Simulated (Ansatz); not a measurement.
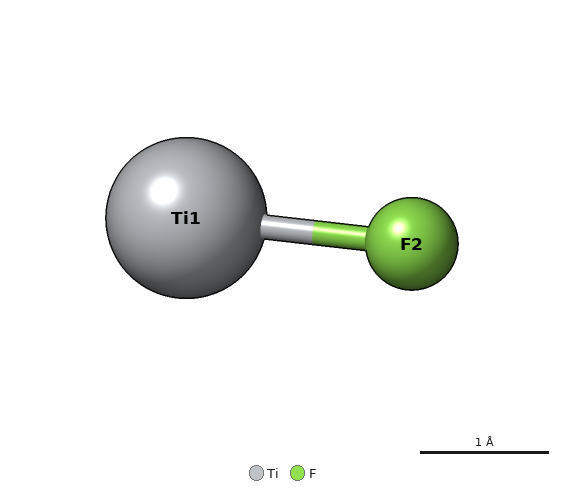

The species is neutral and a spin quartet. Geometry: a fixed input geometry, not necessarily a minimum. Other spin states may lie lower. Basis: cc-pVTZ. Computed at fixed atoms with Ansatz. R, U and RO name restricted, unrestricted and restricted open-shell orbitals; core potentials come with def2 and Stuttgart sets past Kr, some runs use density fitting (about 1 meV), and each entry rests on the lowest determinant that the runs found.

```xyz
2
charge 0, multiplicity 4
Ti    0.0000    0.0000    0.9155
F     0.0000    0.0000   -0.9155
```

Give total energies (hartree), correlation energies and ⟨S²⟩ of the determinant for RO-CCSD(T) (6 frozen); U-CCSD(T) (6 frozen).

```json
{"method": "RO-CCSD(T) (6 frozen)", "energy (Eh)": "-948.5727", "correlation (mEh)": "-600.5", "⟨S²⟩": "3.75"}
{"method": "U-CCSD(T) (6 frozen)", "energy (Eh)": "-948.5727", "correlation (mEh)": "-596.0", "⟨S²⟩": "3.75"}
```
